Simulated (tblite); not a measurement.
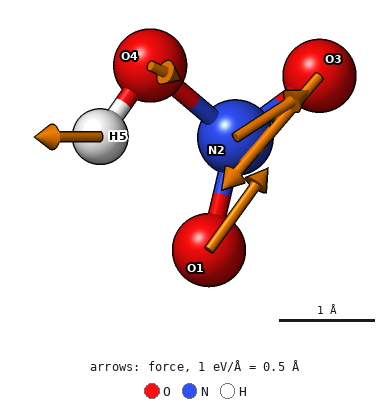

Starting geometry of NHO₃ with the computed forces as orange arrows. Style: ball-and-stick. Shown at a tilt.

Computed with tblite 0.8.0, GFN2-xTB geometry optimisation, gas phase. 

**Is this structure relaxed? If not, where do the atoms go?**

It isn't relaxed: the largest force vector, on O3, is 3.39 eV/Å. The final displacements follow the starting forces only in part (cosine between the two patterns 0.50). Over 12 geometry steps the energy falls by 7.76 kcal/mol. The atom that moves furthest after the best rigid fit is H5 (0.21 Å). By element the largest moves are H 0.21 Å, O 0.14 Å, N 0.04 Å. Some distances before and after: N2–O3 1.221 → 1.175 Å, O1–N2 1.217 → 1.185 Å, O4–H5 0.956 → 0.973 Å, N2–O4 1.385 → 1.391 Å. Among the angles between lasting bonds that change: N2–O4–H5 94.7° → 111.0°, O1–N2–O3 134.2° → 130.4°, O1–N2–O4 111.6° → 115.3°. The run took 0.03 s on 1 thread of Arm Neoverse V1, on a shared host.
